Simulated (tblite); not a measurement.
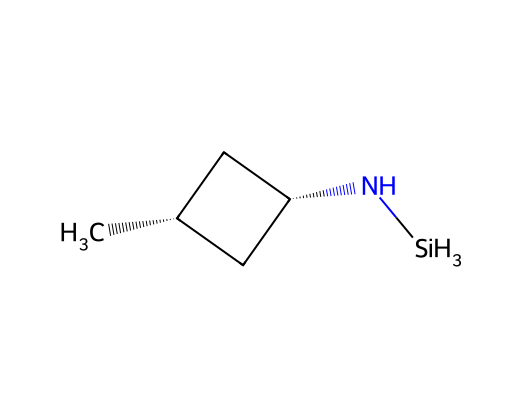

The picture comes from a calculation with tblite.

2D structure.

Question: Write the SMILES.

Answer: C[C@H]1C[C@@H](N[SiH3])C1

Question: Give the formula, hydrogens included.

Answer: C5H13NSi.

Question: An optimisation with GFN2-xTB gave a structure of which point group?

Answer: C1.
